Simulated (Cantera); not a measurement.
Charge: 1 mol Si, 5.9 mol NF3, 12 mol N2, at 29.0 Pa.

Equilibrium computed with Cantera from the NASA thermochemical tables; the gas is ideal and each condensed phase is pure. Candidate condensed phases: Si, Si3N4; 16 gas species. The numbers say what is thermodynamically allowed, not how fast it happens.

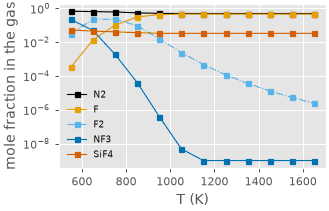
Fig. 1. Equilibrium gas composition (values under 1e-9 drawn at 1e-9)

Task: Read off the mole fractions at 950 K.

Result: N2 about 0.51, F about 0.44, SiF4 about 0.034, F2 about 0.016, NF3 about 4.0e-7.
